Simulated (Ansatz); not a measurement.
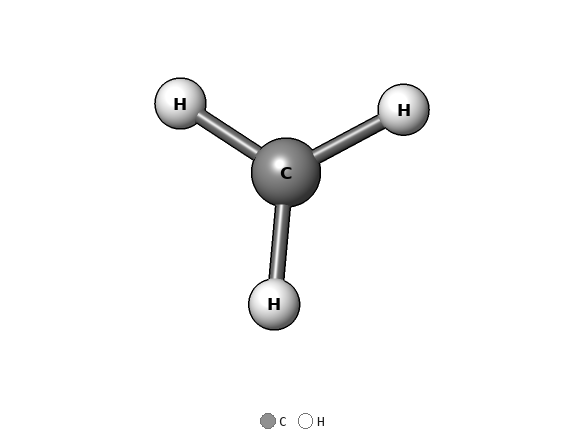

The species is neutral and a spin doublet. Harmonic vibrations computed with UKS PBE0-D4/def2-TZVP (Ansatz 0.2.0) at a stationary point of the same level.

### Minimum or transition state?

A minimum: no imaginary frequency, and the lowest mode lies at 526 cm⁻¹.

### List the wavenumbers.

6 modes: 526, 1400, 1400, 3128, 3312, 3312 cm⁻¹.
